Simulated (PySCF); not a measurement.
SMILES [SiH2](C(C)(C)C)OC at its GFN2-xTB optimised geometry (Å):

```
21

C     -0.4649    -3.5542    -2.3339
O     -0.2564    -2.5056    -1.4391
Si    -0.8443    -0.9987    -1.5522
C     -0.1673    -0.1250     0.0000
C      1.3619    -0.1250     0.0000
C     -0.6607    -0.8167     1.2715
C     -0.6616     1.3194     0.0000
H     -0.0835    -3.2993    -3.3253
H      0.0629    -4.4316    -1.9584
H     -1.5295    -3.7826    -2.4220
H     -0.3856    -0.3443    -2.7853
H     -2.3136    -1.0061    -1.5714
H      1.7435    -1.1432    -0.0078
H      1.7485     0.3939    -0.8750
H      1.7434     0.3776     0.8895
H     -0.2710    -0.3121     2.1563
H     -0.3303    -1.8524     1.2950
H     -1.7476    -0.8011     1.3232
H     -0.2909     1.8524     0.8757
H     -0.3188     1.8450    -0.8880
H     -1.7485     1.3562     0.0144
```

Computed with CAM-B3LYP/def2-SVP (PySCF). Cells within 0.4 Å of a nucleus heavier than hydrogen are left out (blank, or x).

Map of the deformation density (molecule minus spherical neutral atoms) (e/bohr³) on the plane z = 0.0 Å:

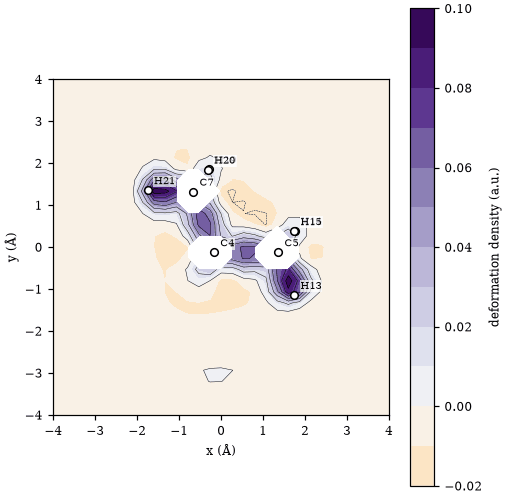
Deformation density (molecule minus spherical neutral atoms) (e/bohr³) on the plane z = 0.0 Å.
